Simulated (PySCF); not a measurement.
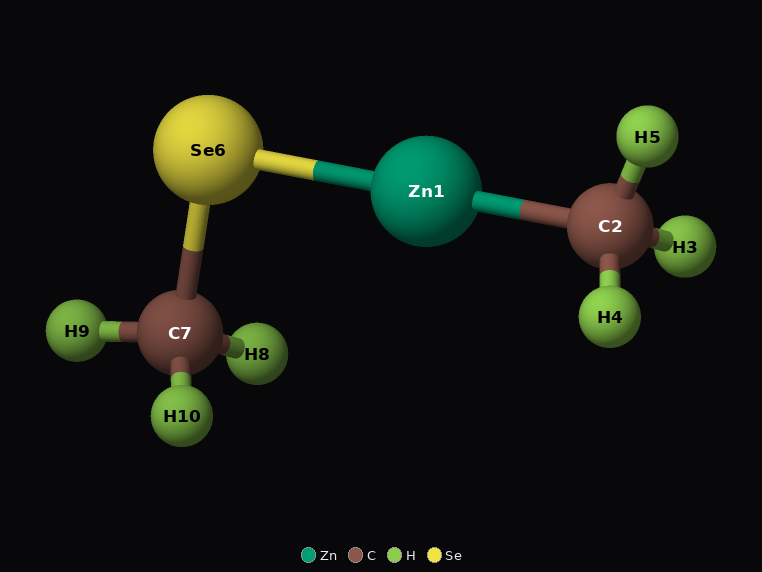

Computed geometry: PBE0-D3(BJ)/def2-SVP optimisation. No frequency run is at hand to confirm it as a minimum. Level of theory: delta-SCF UKS SCAN, pcX-2 on the ionised atom (unc-x2c-TZVPall on a metal), pcseg-1 elsewhere, spin-free X2C (PySCF 2.14.0).

Give the core-electron binding energies (to vacuum; p and d levels without spin–orbit splitting) of Zn1 2p, C2 1s, C7 1s.

```
atom  level  binding energy (eV)
 Zn1     2p               1034.8
  C2     1s                289.8
  C7     1s                290.8
```
